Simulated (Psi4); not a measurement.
# BSiH3 (SMILES B[SiH]) at UCCSD(T)/6-31G(d) (Cartesian functions)

Aim: the vertical triplet–singlet gap of BSiH3 at UCCSD(T)/6-31G* (Cartesian functions), from 2 runs. 

The calculation is run with Psi4 1.11.

4 further runs of the same task are left out: 4 set aside as unsound or not needed.

## (1) The system as given

The species is BSiH3 (5 atoms), meant as a triplet with charge 0. As SMILES, `B[SiH]`. The coordinates come from a GFN2-xTB relaxation.

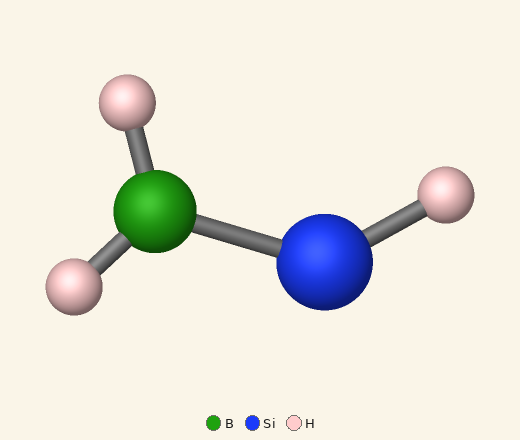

Viewed from a chosen angle; boron green, silicon blue, hydrogen pink.

## (2) A single-point energy at UCCSD(T)/6-31G(d) (Cartesian functions)

job.dat reads:

```
memory 1600 mb

molecule {
  0 3
  B     -0.39066308    -1.33824735     0.23937161
  Si     1.43766584     1.56743333    -0.66223562
  H     -2.46361705    -1.17304749     1.03844230
  H      0.49811291    -3.36322117     0.01899175
  H      0.91848249     4.30706378    -0.63457003
  units bohr
}

set {
  basis       6-31G*
  reference   uhf
  scf_type    pk
  freeze_core true
}

energy_value, wavefunction = energy("ccsd(t)", return_wfn=True)
```

The run is started by

```sh
$ psi4 -i job.dat -o job.out -n 1
```

job.out:

```text
[...]
  Running in c1 symmetry.
[...]
  Nuclear repulsion =   36.160537776294099
[...]
  Multiplicity = 3
[...]
  Nalpha       = 12
  Nbeta        = 10
[...]
    Number of basis functions: 40
[...]
   @UHF iter   1:  -315.20574751194090   -7.89823e-01   4.09964e-03 DIIS/ADIIS
[...]
   @UHF iter  14:  -315.24658778663178   -9.09495e-13   4.19687e-09 DIIS
[...]
   @S^2 Observed:                2.008716522E+00
[...]
    Orbital Energies [Eh]
    ---------------------
    Alpha Occupied:
       1A    -68.769660     2A     -7.606235     3A     -6.135272
       4A     -4.244930     5A     -4.244363     6A     -4.234615
       7A     -0.771963     8A     -0.643307     9A     -0.513978
      10A     -0.470421    11A     -0.339155    12A     -0.319540
    Alpha Virtual:
      13A      0.085302    14A      0.150422    15A      0.193297
      16A      0.286419    17A      0.300552    18A      0.330752
      19A      0.362739    20A      0.436121    21A      0.464215
      22A      0.561679    23A      0.643520    24A      0.679352
      25A      0.760150    26A      0.787286    27A      0.817211
[...]
  @UHF Final Energy:  -315.24658778663178
   => Energetics <=
    Nuclear Repulsion Energy =             36.1605377762940989
    One-Electron Energy =                -507.1155149219023315
    Two-Electron Energy =                 155.7083893589764330
    Total Energy =                       -315.2465877866317783
  UHF NO Occupations:
  HONO-2 :   10  A 1.9960304
  HONO-1 :   11  A 1.0000000
[...]
 Multipole Moments:
 ------------------------------------------------------------------------------------
     Multipole            Electronic (a.u.)      Nuclear  (a.u.)        Total (a.u.)
 ------------------------------------------------------------------------------------
 L = 1.  Multiply by 2.5417464519 to convert [e a0] to [Debye]
 Dipole X            :          1.1352336           -1.1315862            0.0036474
 Dipole Y            :          0.2333012           -0.1045807            0.1287205
 Dipole Z            :         -0.4569165            0.4477001           -0.0092164
 Magnitude           :                                                    0.1291015
[...]
      * MP2 total energy                      = -315.375148043642923
[...]
      * CCSD total energy                     = -315.406796613001632
[...]
      * CCSD(T) total energy                     = -315.411531423339909
[...]
```

Wall time 4.2 s (1 thread of Intel Xeon at 2.60GHz (Ice Lake), shared host); peak memory 0.2 GiB.

## (3) The singlet at the same level

job.inp reads:

```
memory 1600 mb

molecule m {
  0 1
  B
  Si 1 r2
  H 1 r3 2 a3
  H 1 r4 3 a4 2 d4
  H 2 r5 1 a5 4 d5

  r2 = 1.878293
  r3 = 1.178883
  a3 = 120.64458
  r4 = 1.176037
  a4 = 118.37657
  d4 = -179.89555
  r5 = 1.475626
  a5 = 134.89801
  d5 = 179.93563
  units angstrom
}

set basis 6-31G*
set reference uhf
set scf_type pk
set freeze_core true

E, wfn = energy("ccsd(t)", return_wfn=True)
```

The run is started by

```sh
$ psi4 -n 1 job.inp job.out
```

job.out:

```text
[...]
  Running in c1 symmetry.
[...]
  Nuclear repulsion =   36.160538689784410
[...]
  Multiplicity = 1
[...]
  Nalpha       = 11
  Nbeta        = 11
[...]
    Number of basis functions: 40
[...]
   @UHF iter   1:  -315.07939725567957   -6.63473e-01   7.28126e-03 ADIIS/DIIS
[...]
   @UHF iter  16:  -315.17753958738916    5.40012e-12   4.45810e-09 DIIS
[...]
   @S^2 Observed:               -1.598721155E-14
[...]
    Orbital Energies [Eh]
    ---------------------
    Alpha Occupied:
       1A    -68.798293     2A     -7.606945     3A     -6.159023
       4A     -4.264483     5A     -4.261612     6A     -4.260999
       7A     -0.736302     8A     -0.624882     9A     -0.497720
      10A     -0.455264    11A     -0.269815
    Alpha Virtual:
      12A     -0.034044    13A      0.114666    14A      0.169623
      15A      0.201411    16A      0.290483    17A      0.307946
      18A      0.342558    19A      0.388969    20A      0.455291
      21A      0.473582    22A      0.574475    23A      0.658178
      24A      0.700053    25A      0.792407    26A      0.808576
[...]
  @UHF Final Energy:  -315.17753958738916
   => Energetics <=
    Nuclear Repulsion Energy =             36.1605386897844099
    One-Electron Energy =                -506.8054793790589088
    Two-Electron Energy =                 155.4674011018853435
    Total Energy =                       -315.1775395873891625
  UHF NO Occupations:
  HONO-2 :    9  A 2.0000000
  HONO-1 :   10  A 2.0000000
[...]
 Multipole Moments:
 ------------------------------------------------------------------------------------
     Multipole            Electronic (a.u.)      Nuclear  (a.u.)        Total (a.u.)
 ------------------------------------------------------------------------------------
 L = 1.  Multiply by 2.5417464519 to convert [e a0] to [Debye]
 Dipole X            :          0.0023827            0.0009862            0.0033689
 Dipole Y            :         -1.1987997            0.9380826           -0.2607171
 Dipole Z            :          1.5640891           -0.7822144            0.7818747
 Magnitude           :                                                    0.8242043
[...]
      * MP2 total energy                      = -315.334580161124848
[...]
      * CCSD total energy                     = -315.370816864922517
[...]
      * CCSD(T) total energy                     = -315.380131087565019
[...]
```

Run time: 6 s. Hardware: 1 thread of Intel Xeon at 2.60GHz (Ice Lake), shared host; peak memory 0.2 GiB.

## (4) What came out

At UCCSD(T)/6-31G* (Cartesian functions), 6 core orbitals frozen:

| quantity | value |
| --- | --- |
| triplet: total energy | -315.41153 Eh |
| triplet: HOMO energy (Hartree–Fock orbitals) (highest over α and β) | -8.70 eV |
| triplet: LUMO energy (Hartree–Fock orbitals) (lowest over α and β) | 0.64 eV |
| triplet: correlation energy (6 core orbitals frozen) | -164.9 mEh |
| triplet: (T) correction | -4.73 mEh |
| triplet: ⟨S²⟩ of the reference determinant | 2.009 |
| triplet: T1 diagnostic | 0.032 |
| singlet: total energy | -315.38013 Eh |
| singlet: HOMO energy (Hartree–Fock orbitals) | -7.34 eV |
| singlet: LUMO energy (Hartree–Fock orbitals) | -0.93 eV |
| singlet: HOMO–LUMO gap (Hartree–Fock orbitals) | 6.42 eV |
| singlet: correlation energy (6 core orbitals frozen) | -202.6 mEh |
| singlet: (T) correction | -9.31 mEh |
| singlet: T1 diagnostic | 0.046 |
| vertical energy of the singlet above the triplet | 0.854 eV |

What this shows: At this shape the singlet lies 0.85 eV (19.7 kcal/mol) above the triplet. The triples (triplet) make up 2.9 % of the correlation energy. The T1 diagnostic (singlet) of 0.046 is above the customary mark for such species, so a single reference may not serve. The triples (singlet) make up 4.6 % of the correlation energy.
